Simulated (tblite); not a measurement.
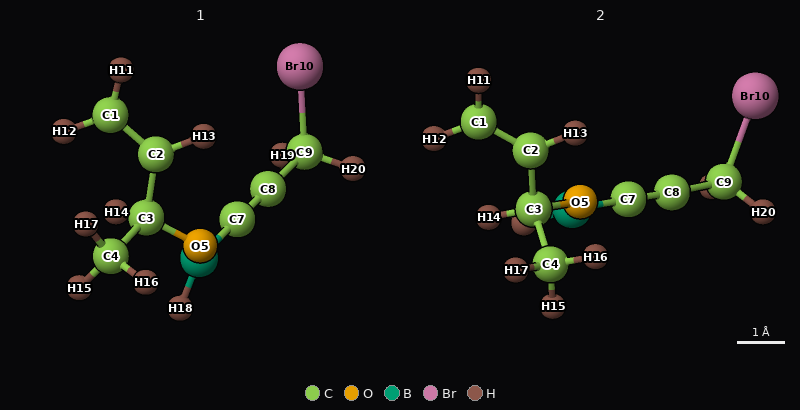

Two geometries of C₇H₁₀BBrO, drawn at one scale. One is the start of a relaxation, the other its converged end. The picture is a ball-and-stick view, seen from a free direction.

Computed with tblite 0.8.0, GFN2-xTB geometry optimisation, gas phase. 

Question: Which geometry has the lower energy?

Answer: Structure 2 is the relaxed one. After 178 geometry steps the energy has fallen by 33.1 kcal/mol. The largest move after the best rigid fit is that of an H atom, 2.26 Å. Largest moves by element: H 2.26 Å, Br 1.44 Å, B 1.26 Å, O 1.15 Å, C 0.87 Å. Among the contacts that change: B–O 1.459 → 1.325 Å, Br–C 1.934 → 1.980 Å, C–O 1.367 → 1.413 Å, C–H 1.131 → 1.087 Å. Bond angles that change, for instance: C–O–B 110.7° → 125.1°, H–C–H 123.7° → 116.3°, O–B–H 116.0° → 123.2°. Groups turn about B–O by about 85°, C–C by about 40°, C–C by about 30°. The run took 1.5 s on 1 thread of Arm Neoverse V2, on a shared host.
